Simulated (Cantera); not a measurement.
Input: 1 mol AlCl₃, 200 mol NH₃, 6.4 mol N₂, at 100 Torr.

Cantera equilibrium calculation (NASA polynomials, part measured and part estimated; ideal gas, pure solids and liquids). Candidate condensed phases: Al, AlCl₃, AlN, NH₄Cl; 20 gas species. The tables' values for AlCl₂ are old estimates; treat these amounts as uncertain. Kinetics and transport are ignored.

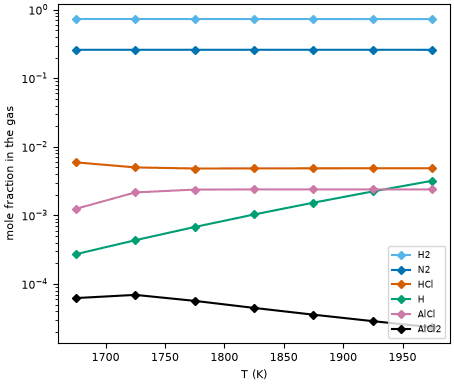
*Equilibrium gas composition (values under 1e-9 drawn at 1e-9)*

Read off the mole fractions at 1975 K.

H₂ about 0.73, N₂ about 0.26, HCl about 0.0049, H about 0.0032, AlCl about 0.0024, AlCl₂ about 2.3e-5.
